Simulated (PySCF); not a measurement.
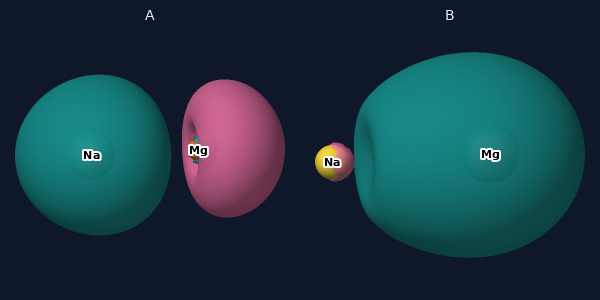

*NaMg (charge +1). Two frontier orbitals, each drawn at the value that holds 80 % of its norm (teal and pink are the two phases), in no order; of a degenerate pair one member is drawn.*

Level of theory: PySCF 2.14.0, PBE0/aug-cc-pVDZ(-PP), non-relativistic Hamiltonian with scalar-relativistic core potentials where named, at a bond length of 3.214 Å.

**Label each orbital by symmetry, say whether it is occupied, and order them by energy.**

Orbital B: σ, occupied, −10.16 eV; mainly on Mg (85 %).
Orbital A: σ, empty, −6.18 eV; shared between the atoms (Na 55 %, Mg 45 %).
